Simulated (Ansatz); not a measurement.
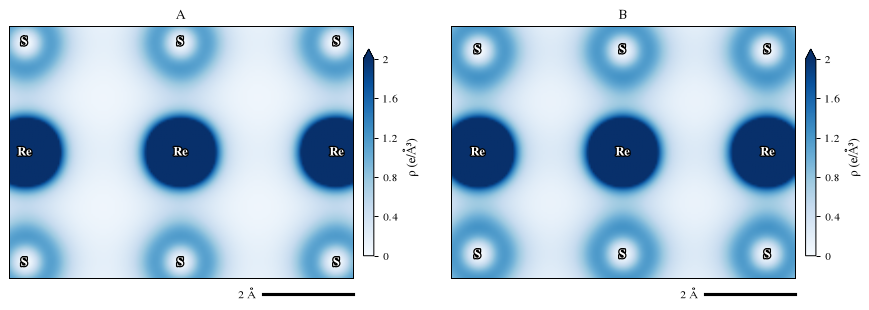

ReS. The valence pseudo-density of two cells that differ in size, on the (11̄0) plane of each (indices in the axes of the calculation cell), at one length scale and on one colour scale; one has 11.9 and the other 14.9 Å³ an atom.

Space group Fm-3m; started from the rock salt prototype, which need not be the ambient phase.

Computed with Ansatz 0.2.0, DFT PBE, scalar-relativistic, plane waves, PAW.

### Which is the denser cell? Describe the effect of the change.

Panel B is the smaller cell, by 20 % in volume. From the larger cell to the smaller, Re–S goes from 2.46 to 2.29 Å, and the density at its midpoint from 0.53 to 0.74 e/Å³; the pressure goes from 0.9 to 75 GPa; the largest moment (Re) goes from 0.5 to 0.0 μB.
